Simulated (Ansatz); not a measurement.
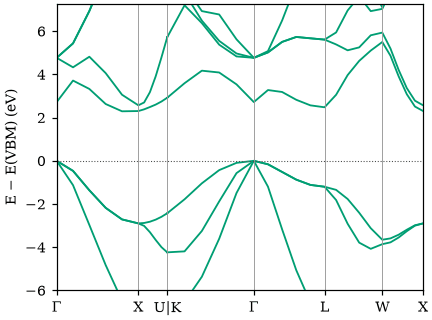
*Band structure from the program Ansatz at the HSE06 level (PAW)*

Q: Read off the gap and where the band edges lie.

A: About 2.3 eV (2.27 eV among the points solved); maximum at Γ, minimum on the Γ–X line, 86 % of the way from Γ.

Q: Which of these materials gives this?
A) GaP, zinc blende
B) ZnS, zinc blende
C) BeTe, zinc blende
D) GaN, rock salt

A: A, GaP, zinc blende

Space group F-43m (zinc blende). The HSE06 relaxation kept the symmetry of its start. The hybrid was solved on a coarse mesh, the path and, where they were found, the r²SCAN edge points; its band edges are the extreme levels among these. Spin–orbit coupling is left out wherever it is not named.

Potentials: the earlier of the program's two PAW sets. The files were generated under PBE; for other functionals the program regenerates the frozen cores, and for LDA and PBEsol the local potential too.
